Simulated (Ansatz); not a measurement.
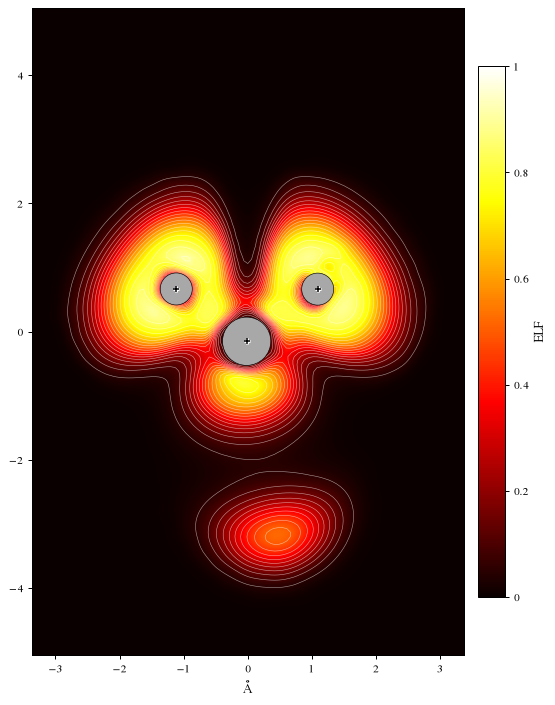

The ELF on a plane through atoms (crosses mark nuclei in the plane; grey discs cover the cores).

Theory: RKS PBE0-D4/def2-TZVPP in Ansatz.

Candidates:
A. C$_{3}$H$_{4}$Zn (SMILES C=C=[CH][ZnH])
B. CH$_{6}$ClGaSi (SMILES [SiH3][CH2][GaH][Cl])
C. CH$_{3}$F$_{2}$Ga (SMILES F[CH](F)[GaH2])

Question: Which system is this?

Answer: Candidate C: CH$_{3}$F$_{2}$Ga on the plane of atoms F1, C2 and F3, which holds F and C. C–F (1.37 Å): the ELF peaks at about 0.85 between the atoms: a polar covalent bond.
